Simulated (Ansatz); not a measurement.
# Lattice dynamics of TiRe (Pm-3m), part 2 of 2

Aim: the phonons of TiRe (Pm-3m) at a cell relaxed beforehand at this level. After the zone centre comes a 4×4×4 q mesh on a 16×16×16 k mesh.

Ansatz 0.2.0; DFT PBEsol, scalar-relativistic, plane waves, PAW; PAW set soft_1.

So far. Step 2 (Linear response at the zone centre): Before it was imposed, the acoustic sum rule was missed by 8.2e-5 eV/Å². Small misses are needed for a sound result but don't prove that mesh and cutoff are converged. The lowest optical mode is real, 279 cm⁻¹.

## (3) Phonons on a q mesh (continued)

The partial phonon density of states has structure finer than the step of the table below, so its rows give means over 25 cm⁻¹, whole bins alone (the curve runs from -10 to 358 cm⁻¹). Peaks (cm⁻¹: height): Re 138.2: 0.0992; Ti 251.7: 0.0299, 307.2: 0.0538.

Phonopy on the run's constants, 19x19x19 mesh, Gaussian sigma 2.6 cm-1. Interpolated from a 4×4×4 q mesh. Partial phonon density of states against wavenumber; means over each step; values in 1/cm⁻¹/cell:

| wavenumber (cm⁻¹) | Re | Ti |
| --- | --- | --- |
| 25 | 6.0e-4 | 1.5e-4 |
| 50 | 0.00234 | 5.7e-4 |
| 75 | 0.00581 | 0.00122 |
| 100 | 0.0135 | 0.00188 |
| 125 | 0.0458 | 0.00230 |
| 150 | 0.0439 | 0.00139 |
| 175 | 4.0e-4 | 2.0e-5 |
| 200 | 1.1e-4 | 0.00234 |
| 225 | 8.6e-4 | 0.0105 |
| 250 | 0.00215 | 0.0267 |
| 275 | 0.00177 | 0.0211 |
| 300 | 0.00206 | 0.0359 |
| 325 | 5.7e-4 | 0.0157 |

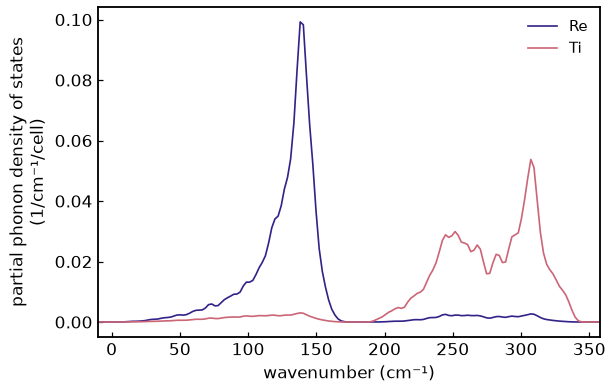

Partial phonon density of states, plotted against wavenumber.

Second derivatives of the energy by pair, one row for each kind of neighbour of each atom listed. Each entry sums the pair over the periodic images of the supercell that the q mesh stands for, and in a polar crystal it holds the long-range dipole part too. Force constants by pair, by row:

| atom | neighbour | distance (Å) | third of the trace (eV/Å²) | along the pair's line (eV/Å²) |
| --- | --- | --- | --- | --- |
| Ti1 | itself | 0 | 13.1 | – |
| Ti1 | Re | 2.67 | -1.3 | -3.173 |
| Ti1 | Ti | 3.083 | -0.5167 | -2.068 |
| Ti1 | Ti | 4.36 | 0.0087 | -0.2958 |
| Ti1 | Re | 5.113 | -0.0248 | -0.1316 |
| Ti1 | Ti | 5.34 | 0.068 | 0.3135 |
| Ti1 | Ti | 6.166 | -0.0197 | -0.073 |
| Ti1 | Re | 6.719 | 0.0191 | 0.0062 |
| Ti1 | Ti | 6.894 | -0.0172 | -0.0273 |
| Re2 | itself | 0 | 13.84 | – |
| Re2 | Ti | 2.67 | -1.3 | -3.173 |
| Re2 | Re | 3.083 | -0.3355 | -1.119 |
| Re2 | Re | 4.36 | -0.144 | -0.4625 |
| Re2 | Ti | 5.113 | -0.0248 | -0.1316 |
| Re2 | Re | 5.34 | 0.1376 | 0.1976 |
| Re2 | Re | 6.166 | 0.0566 | 0.2026 |
| Re2 | Ti | 6.719 | 0.0191 | 0.0062 |
| Re2 | Re | 6.894 | -0.0445 | -0.0796 |

Harmonic thermodynamic functions per atom, from the density of states. Interpolated from a 4×4×4 q mesh. Thermodynamic functions, by row:

| T (K) | F_vib (meV/atom) | S (J/mol-atom/K) | C_V (J/mol-atom/K) |
| --- | --- | --- | --- |
| 0 | 37.52 | 0 | 0 |
| 50 | 37.25 | 2.011 | 5.109 |
| 100 | 34.64 | 8.287 | 13.4 |
| 200 | 19.53 | 20.33 | 20.65 |
| 300 | -6.36 | 29.19 | 22.85 |
| 400 | -40.24 | 35.9 | 23.73 |
| 500 | -80.31 | 41.25 | 24.15 |
| 600 | -125.4 | 45.67 | 24.39 |
| 700 | -174.8 | 49.44 | 24.53 |
| 800 | -227.7 | 52.73 | 24.63 |
| 900 | -283.9 | 55.63 | 24.69 |
| 1000 | -343 | 58.23 | 24.74 |

Harmonic mean-square displacement, third of the trace. Interpolated from a 4×4×4 q mesh. Mean square displacements, by row:

| T (K) | Ti1 U_eq (Å²) | Re2 U_eq (Å²) |
| --- | --- | --- |
| 0 | 0.00144 | 7.30e-4 |
| 100 | 0.00175 | 0.00117 |
| 300 | 0.00345 | 0.00298 |
| 600 | 0.00649 | 0.00585 |

Symmetry leaves 10 wavevectors to solve. The lowest mode among them, the acoustic zeros apart, lies at q = (0, 0, 0.25) and is real, 65.5 cm⁻¹.

## (4) Isotope substitution

An isotope changes the mass and not the force constants, so no new electronic calculation is needed; the shifts show which modes move this element.

The same force constants with the mass of Ti changed from 47.867 to 49.945 u (phonopy, no LO-TO term). Both lists are sorted by frequency; levels can cross, so a row need not hold one and the same mode. Modes under 3 cm⁻¹ are left out. Isotope shifts, by row:

| q | rank | natural mass (cm⁻¹) | changed mass (cm⁻¹) |
| --- | --- | --- | --- |
| 0 0 0 | 4 | 278.7 | 274.1 |
| 0 0 0 | 5 | 278.7 | 274.1 |
| 0 0 0 | 6 | 278.7 | 274.1 |
| 0 0 0.25 | 1 | 65.47 | 65.19 |
| 0 0 0.25 | 2 | 65.47 | 65.19 |
| 0 0 0.25 | 3 | 127.3 | 127.2 |
| 0 0 0.25 | 4 | 246.2 | 242.1 |
| 0 0 0.25 | 5 | 246.2 | 242.1 |
| 0 0 0.25 | 6 | 302.2 | 296.3 |
| 0 0 -0.5 | 1 | 116.3 | 116.3 |
| 0 0 -0.5 | 2 | 116.3 | 116.3 |
| 0 0 -0.5 | 3 | 168.1 | 168.1 |
| 0 0 -0.5 | 4 | 193.1 | 189.1 |
| 0 0 -0.5 | 5 | 193.1 | 189.1 |
| 0 0 -0.5 | 6 | 338.6 | 331.5 |
| 0 0.25 0.25 | 1 | 100.8 | 100.4 |
| 0 0.25 0.25 | 2 | 101.7 | 101.4 |
| 0 0.25 0.25 | 3 | 145.2 | 145.2 |
| 0 0.25 0.25 | 4 | 243 | 238.6 |
| 0 0.25 0.25 | 5 | 276.6 | 270.8 |
| 0 0.25 0.25 | 6 | 300.1 | 294.6 |

A mode of this element alone would shift by -2.10 %. The highest zone-centre frequency without the field goes from 278.7 to 274.1 cm⁻¹ (-1.7 %). The product of the frequency ratios over all optical modes at Γ is 0.951; the product rule, (m/m′)^(3k/2) (M′/M)^(3/2) with k = 1 such atoms and M the mass of the cell, gives 0.951.

## (5) Outcome

```
space group (within 0.01 Å)                             : Pm-3m
volume per atom                                         : 14.7 Å³
electronic character                                    : no gap on this mesh
highest optical mode at the zone centre (no LO-TO term) : 279 cm⁻¹
lowest optical zone-centre mode                         : 279 cm⁻¹
lowest mode on the q mesh (acoustic modes at Γ apart)   : 65.5 cm⁻¹
highest frequency on the path or at a solved wavevector : 339 cm⁻¹
zero-point energy per atom                              : 37.5 meV
heat capacity at 300 K                                  : 22.9 J/(mol atoms K)
vibrational entropy at 300 K                            : 29.2 J/(mol atoms K)
Debye temperature (second moment)                       : 404 K
imaginary modes on the 4×4×4 q mesh                     : none
```

In words: The structure is a minimum as far as tested: no mode is imaginary at the 10 irreducible wavevectors of the 4×4×4 mesh, and the softest away from the acoustic zeros lies at 65 cm⁻¹. The optical modes at Γ form one degenerate level at 279 cm⁻¹. The highest mode in this list at Γ, 278.7 cm⁻¹, is mostly motion of Ti (80 % of the kinetic energy). On the path and the mesh, the widest gap between branches runs from 168 to 193 cm⁻¹. With no gap, or one that is small against the smearing, the frequencies hang on the k mesh and the smearing, most of all near Kohn anomalies. The phonon runs are without spin polarisation, although the cell has an odd electron count. Spin-orbit coupling is left out, which can matter for the heavy elements here. The PAW files were made for PBE and serve the other functionals too. These are harmonic frequencies at zero temperature: anharmonic shifts, linewidths and thermal expansion are left out.

[Logs are printed without paths, hosts, clocks, repeated set-up lines and the standing remarks that a program may print on its own settings, such as how far it seeks lower states.]

[Hosts, paths, dates, database ids (printed as entryN), source tags and the programs' standing remarks are cut or masked in the printed files.]
